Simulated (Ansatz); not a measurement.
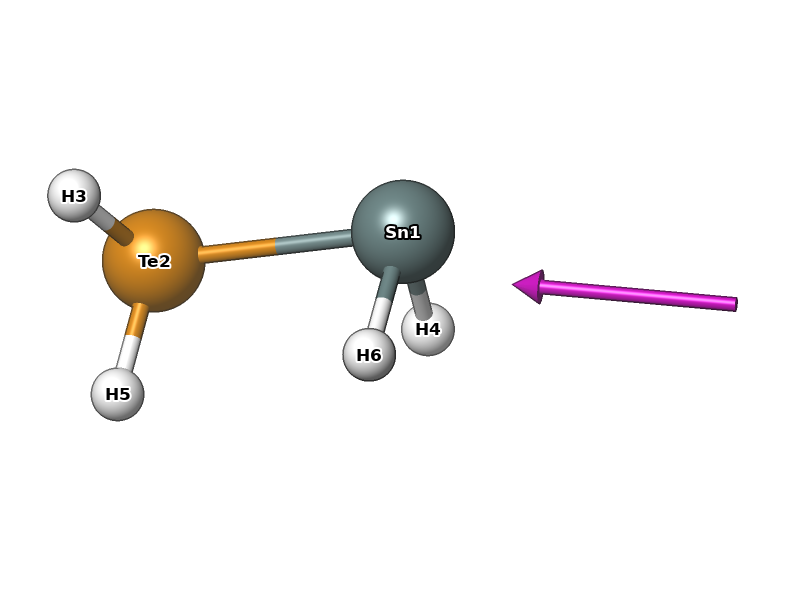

The arrow beside the molecule shows the direction of the dipole moment, from the negative to the positive end (its length means nothing). The computed structure is the end point of a PBE0-D4/def2-TZVP optimisation. No frequency run is at hand to confirm it as a minimum. Properties computed with RKS PBE0-D4/def2-TZVP, core potentials on Sn, Te (Ansatz 0.2.0).

Question: Estimate the dipole moment.

Answer: 3.12 D; it points from the side of Sn1, H4 to the side of H3 (the outermost atoms at the two ends).
